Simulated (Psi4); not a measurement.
# CH$_{3}$NaS: molecular dynamics (part 2 of 2)

The same run, continued: CH$_{3}$NaS, SMILES C[S][Na]; r2SCAN/def2-SVP, RKS, dispersion D4 (Psi4 1.11). The geometry comes from this level: PBE0-D4/def2-TZVP.

Geometry of the input (Å):
```
C  -0.4131  0.3317  -0.3919
S  -0.1689  -1.2224  0.5271
Na 2.0353  -1.0830  1.6515
H  -1.3857  0.2927  -0.8869
H  0.3449  0.4767  -1.1650
H  -0.4125  1.2043  0.2652
```

**What the program printed, continued**
```
   => Auxiliary Basis Set <=

  Basis Set: (DEF2-SVP AUX)
    Blend: DEF2-UNIVERSAL-JKFIT
    Number of shells: 115
    Number of basis functions: 369
    Number of Cartesian functions: 441
    Spherical Harmonics?: true
    Max angular momentum: 4

  ==> DFT Potential <==

   => LibXC <=

    Version 7.1.2

   => Composite Functional: R2SCAN-D4BJEEQATM <=

    r2SCAN Meta-GGA XC Functional  (0.1021/acs.jpclett.0c02405)

    Deriv               =              1
    GGA                 =           TRUE
    Meta                =           TRUE

    Exchange Hybrid     =          FALSE
    MP2 Hybrid          =          FALSE

   => Exchange Functionals <=

    1.0000   XC_MGGA_X_R2SCAN

   => Correlation Functionals <=

    1.0000   XC_MGGA_C_R2SCAN

   => LibXC Density Thresholds  <==

    XC_MGGA_C_R2SCAN:  1.00E-15
    XC_MGGA_X_R2SCAN:  1.00E-11

   => Molecular Quadrature <=

    Radial Scheme          =       TREUTLER
    Pruning Scheme         =           NONE
    Nuclear Scheme         =       TREUTLER

    Blocking Scheme        =         OCTREE
    BS radius alpha        =              1
    Pruning alpha          =              1
    Radial Points          =             75
    Spherical Points       =            302
    Total Points           =         130221
    Total Blocks           =           1053
    Max Points             =            254
    Max Functions          =             61
    Weights Tolerance      =       1.00E-15

  -Total Gradient:
     Atom            X                  Y                   Z
    ------   -----------------  -----------------  -----------------
       1        0.007767944672    -0.021152080584    -0.031498085536
       2        0.006362371770    -0.006738004266     0.004809411706
       3       -0.006359840792     0.000122300511    -0.003147912924
       4       -0.002050272806     0.003972195750     0.010927708938
       5        0.001914082085    -0.003169016829     0.007498358793
       6       -0.007019624483     0.025423909893     0.012545174637

	total time  =          1 seconds =       0.02 minutes
```

**Standard output**
```
step   0  Epot  -16330.057151  Ekin  0.314160  Etot  -16329.742991 eV  T   405.1 K
step   1  Epot  -16330.018767  Ekin  0.279611  Etot  -16329.739156 eV  T   360.5 K
step   2  Epot  -16329.952458  Ekin  0.218155  Etot  -16329.734303 eV  T   281.3 K
step   3  Epot  -16329.926177  Ekin  0.192099  Etot  -16329.734078 eV  T   247.7 K
step   4  Epot  -16329.943726  Ekin  0.207037  Etot  -16329.736689 eV  T   267.0 K
step   5  Epot  -16329.964392  Ekin  0.225924  Etot  -16329.738468 eV  T   291.3 K
step   6  Epot  -16329.956962  Ekin  0.218521  Etot  -16329.738440 eV  T   281.8 K
step   7  Epot  -16329.921658  Ekin  0.185843  Etot  -16329.735816 eV  T   239.6 K
step   8  Epot  -16329.899493  Ekin  0.167311  Etot  -16329.732182 eV  T   215.7 K
step   9  Epot  -16329.939051  Ekin  0.205123  Etot  -16329.733928 eV  T   264.5 K
step  10  Epot  -16330.011236  Ekin  0.271637  Etot  -16329.739600 eV  T   350.2 K
step  11  Epot  -16330.032986  Ekin  0.292703  Etot  -16329.740283 eV  T   377.4 K
step  12  Epot  -16329.988765  Ekin  0.253261  Etot  -16329.735504 eV  T   326.6 K
step  13  Epot  -16329.941674  Ekin  0.209419  Etot  -16329.732255 eV  T   270.0 K
step  14  Epot  -16329.936741  Ekin  0.203182  Etot  -16329.733558 eV  T   262.0 K
step  15  Epot  -16329.954837  Ekin  0.219067  Etot  -16329.735771 eV  T   282.5 K
```

**Trajectory as extended XYZ (Å, eV, eV/Å), 16 frames, from step=0 to step=15**
```
6
Properties=species:S:1:pos:R:3:forces:R:3 step=0 energy=-16330.05728
C    -0.4131    0.3317   -0.3919    0.0423  -0.1487   0.0972
S    -0.1689   -1.2224    0.5271    0.0088  -0.1969   0.1045
Na    2.0353   -1.0830    1.6515    0.0199  -0.0199   0.0208
H    -1.3857    0.2927   -0.8869   -0.2953   0.0238  -0.1688
H     0.3449    0.4767   -1.1650    0.2063   0.0988  -0.2626
H    -0.4125    1.2043    0.2652   -0.0147   0.3124   0.1559
6
Properties=species:S:1:pos:R:3:forces:R:3 step=1 energy=-16330.01890
C    -0.4106    0.3331   -0.3924    0.3684   0.6434   1.3226
S    -0.1698   -1.2196    0.5308    0.0078  -0.1573   0.0541
Na    2.0341   -1.0890    1.6466    0.0449  -0.0167   0.0301
H    -1.3569    0.2843   -0.8935   -1.0582   0.0790  -0.3262
H     0.3180    0.4810   -1.1710    0.7598   0.1116  -0.5950
H    -0.3882    1.2406    0.2786   -0.1557  -0.5892  -0.5374
6
Properties=species:S:1:pos:R:3:forces:R:3 step=2 energy=-16329.95259
C    -0.4079    0.3349   -0.3919    0.6060   1.1361   1.9055
S    -0.1706   -1.2169    0.5345    0.0031  -0.1068   0.0032
Na    2.0329   -1.0950    1.6417    0.0711  -0.0132   0.0400
H    -1.3382    0.2766   -0.9032   -1.4701   0.1368  -0.3397
H     0.2983    0.4864   -1.1827    1.0531   0.0909  -0.6952
H    -0.3654    1.2713    0.2869   -0.2961  -1.1729  -0.9656
6
Properties=species:S:1:pos:R:3:forces:R:3 step=3 energy=-16329.92631
C    -0.4046    0.3377   -0.3898    0.6154   1.3245   1.6226
S    -0.1715   -1.2142    0.5382   -0.0042  -0.0513  -0.0384
Na    2.0317   -1.1011    1.6369    0.0980  -0.0100   0.0508
H    -1.3335    0.2702   -0.9162   -1.3220   0.2141  -0.1127
H     0.2888    0.4926   -1.2010    0.9865   0.0113  -0.4629
H    -0.3454    1.2908    0.2859   -0.4064  -1.4173  -1.1117
6
Properties=species:S:1:pos:R:3:forces:R:3 step=4 energy=-16329.94386
C    -0.4008    0.3416   -0.3864    0.4125   1.2171   0.6577
S    -0.1723   -1.2115    0.5419   -0.0137   0.0063  -0.0677
Na    2.0306   -1.1071    1.6321    0.1250  -0.0077   0.0625
H    -1.3416    0.2659   -0.9303   -0.7427   0.3081   0.2858
H     0.2887    0.4989   -1.2238    0.6562  -0.1118   0.0057
H    -0.3293    1.2967    0.2743   -0.4698  -1.3396  -0.9972
6
Properties=species:S:1:pos:R:3:forces:R:3 step=5 energy=-16329.96452
C    -0.3967    0.3464   -0.3825    0.1169   0.7778  -0.6031
S    -0.1732   -1.2089    0.5456   -0.0260   0.0675  -0.0885
Na    2.0295   -1.1132    1.6273    0.1514  -0.0062   0.0746
H    -1.3567    0.2645   -0.9415   -0.0515   0.3940   0.6848
H     0.2948    0.5041   -1.2464    0.2521  -0.2368   0.5074
H    -0.3177    1.2897    0.2532   -0.4752  -0.9220  -0.6289
6
Properties=species:S:1:pos:R:3:forces:R:3 step=6 energy=-16329.95709
C    -0.3926    0.3518   -0.3790   -0.1718  -0.0193  -1.8488
S    -0.1740   -1.2062    0.5493   -0.0418   0.1325  -0.1061
Na    2.0285   -1.1193    1.6226    0.1766  -0.0053   0.0866
H    -1.3723    0.2668   -0.9463    0.5024   0.4457   0.9532
H     0.3034    0.5071   -1.2643   -0.0810  -0.3297   0.8818
H    -0.3106    1.2739    0.2261   -0.4159  -0.1485  -0.0213
6
Properties=species:S:1:pos:R:3:forces:R:3 step=7 energy=-16329.92179
C    -0.3885    0.3572   -0.3771   -0.3970  -1.0344  -2.8411
S    -0.1749   -1.2035    0.5530   -0.0615   0.1962  -0.1232
Na    2.0276   -1.1254    1.6179    0.1998  -0.0047   0.0981
H    -1.3831    0.2734   -0.9419    0.8095   0.4488   1.0408
H     0.3112    0.5069   -1.2736   -0.2782  -0.3762   1.0576
H    -0.3076    1.2567    0.1987   -0.3035   0.8459   0.7115
6
Properties=species:S:1:pos:R:3:forces:R:3 step=8 energy=-16329.89963
C    -0.3848    0.3617   -0.3774   -0.4993  -1.8074  -3.2537
S    -0.1758   -1.2008    0.5566   -0.0847   0.2488  -0.1402
Na    2.0267   -1.1315    1.6132    0.2208  -0.0043   0.1087
H    -1.3861    0.2843   -0.9275    0.8353   0.3990   0.9418
H     0.3164    0.5031   -1.2729   -0.3201  -0.3753   1.0155
H    -0.3074    1.2476    0.1782   -0.1826   1.6152   1.2699
6
Properties=species:S:1:pos:R:3:forces:R:3 step=9 energy=-16329.93918
C    -0.3814    0.3648   -0.3803   -0.4232  -1.7980  -2.7602
S    -0.1767   -1.1979    0.5602   -0.1117   0.2825  -0.1570
Na    2.0260   -1.1376    1.6086    0.2396  -0.0041   0.1182
H    -1.3812    0.2991   -0.9041    0.5677   0.3022   0.6667
H     0.3185    0.4957   -1.2624   -0.2003  -0.3288   0.7527
H    -0.3089    1.2539    0.1698   -0.1024   1.6236   1.3205
6
Properties=species:S:1:pos:R:3:forces:R:3 step=10 energy=-16330.01137
C    -0.3784    0.3664   -0.3854   -0.1878  -1.0139  -1.4128
S    -0.1776   -1.1951    0.5638   -0.1433   0.2999  -0.1754
Na    2.0254   -1.1437    1.6041    0.2564  -0.0039   0.1266
H    -1.3708    0.3166   -0.8744    0.0305   0.1787   0.2513
H     0.3187    0.4851   -1.2447    0.0727  -0.2405   0.2884
H    -0.3115    1.2757    0.1741   -0.0587   0.8590   0.8629
6
Properties=species:S:1:pos:R:3:forces:R:3 step=11 energy=-16330.03312
C    -0.3755    0.3672   -0.3917    0.0882  -0.0138   0.2873
S    -0.1786   -1.1921    0.5673   -0.1796   0.3116  -0.1969
Na    2.0248   -1.1499    1.5996    0.2720  -0.0035   0.1342
H    -1.3601    0.3359   -0.8422   -0.6408   0.0609  -0.2135
H     0.3196    0.4722   -1.2243    0.4385  -0.1235  -0.2930
H    -0.3146    1.3058    0.1867   -0.0084  -0.1505   0.2245
6
Properties=species:S:1:pos:R:3:forces:R:3 step=12 energy=-16329.98890
C    -0.3726    0.3680   -0.3977    0.2367   0.7421   1.7148
S    -0.1796   -1.1890    0.5707   -0.2189   0.3238  -0.2190
Na    2.0244   -1.1560    1.5952    0.2870  -0.0030   0.1415
H    -1.3555    0.3558   -0.8120   -1.1472  -0.0257  -0.5831
H     0.3247    0.4581   -1.2066    0.7425  -0.0074  -0.8037
H    -0.3178    1.3344    0.2014    0.0695  -0.9487  -0.3068
6
Properties=species:S:1:pos:R:3:forces:R:3 step=13 energy=-16329.94181
C    -0.3695    0.3694   -0.4023    0.1476   1.1485   2.4134
S    -0.1807   -1.1859    0.5741   -0.2579   0.3351  -0.2358
Na    2.0242   -1.1622    1.5908    0.3014  -0.0031   0.1486
H    -1.3619    0.3754   -0.7874   -1.1679  -0.0844  -0.7411
H     0.3369    0.4440   -1.1966    0.7789   0.0779  -1.0134
H    -0.3203    1.3539    0.2132    0.1670  -1.3940  -0.6282
6
Properties=species:S:1:pos:R:3:forces:R:3 step=14 energy=-16329.93687
C    -0.3662    0.3717   -0.4050   -0.1188   1.2576   2.2969
S    -0.1818   -1.1827    0.5775   -0.2943   0.3425  -0.2445
Na    2.0240   -1.1684    1.5865    0.3150  -0.0041   0.1556
H    -1.3795    0.3942   -0.7699   -0.6575  -0.1398  -0.6983
H     0.3565    0.4305   -1.1963    0.4564   0.1281  -0.8291
H    -0.3212    1.3601    0.2189    0.2680  -1.5051  -0.7380
6
Properties=species:S:1:pos:R:3:forces:R:3 step=15 energy=-16329.95497
C    -0.3630    0.3750   -0.4058   -0.3994   1.0877   1.6197
S    -0.1831   -1.1794    0.5808   -0.3272   0.3465  -0.2473
Na    2.0240   -1.1745    1.5823    0.3270  -0.0063   0.1619
H    -1.4034    0.4116   -0.7591    0.1054  -0.2043  -0.5619
H     0.3806    0.4183   -1.2040   -0.0984   0.1630  -0.3856
H    -0.3195    1.3518    0.2177    0.3610  -1.3074  -0.6451
```

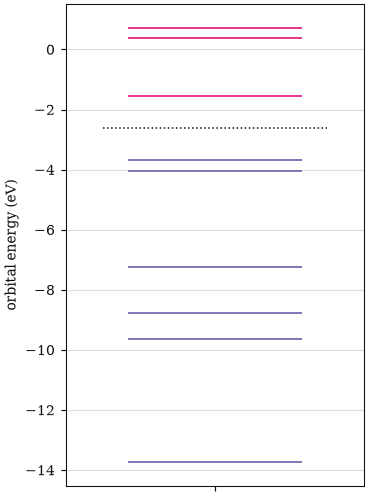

Fig. 1: Orbital energies near the frontier; the dotted line parts filled from empty levels, and levels within 0.02 eV of each other stand side by side. Highest filled −3.67 eV, lowest empty −1.54 eV, 2.13 eV apart.

**Results in brief**

- outcome: finished
- trajectory: 16 frames kept
- potential energy (last step): −600.114776 hartree
- dispersion energy (last step): −0.000780 hartree
- basis functions (last step): 62
- HOMO (last step): −3.67 eV
- LUMO (last step): −1.54 eV
- dipole moment (last step): 7.49 D
- hardware: 1 thread of Intel Xeon (Granite Rapids), 12 GiB of memory available, shared host
- wall time: 96 s
- peak memory: 1 GiB
